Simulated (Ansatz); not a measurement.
The reference is BaTiO$_{3}$ in the cubic perovskite structure (space group Pm-3m, No. 221; a = 3.970 Å). Axes: x, y, z lie along the cube axes.

Now apply this change: uniaxial stress, 1 GPa compression along z; all other stress components relax to zero.

Calculations: PBEsol (Ansatz, a quantum-chemistry and plane-wave program; PAW; 420 eV plane waves; no SOC), earlier PAW set.

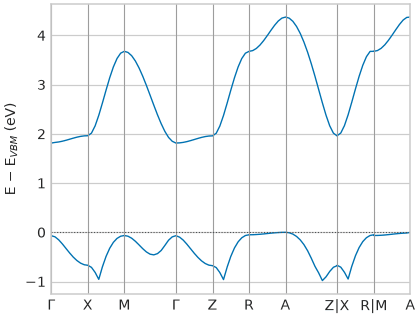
Figure. Highest valence and lowest conduction band along the path of the changed cell's own zone

The gap is 1.81 eV, indirect, A → Γ; the base has 1.82 eV.

Load acts through the strain it causes; cell and atoms are relaxed under it. Beyond what the load breaks, stability against distortions was not tested. All final runs are without spin polarisation. Many cubic perovskites are stable only at high temperature; tilts and polar distortions were not tested. This is not the structure that BaTiO3 has at room temperature and ambient pressure. Labels are those of the standard path for the cell's own space group.
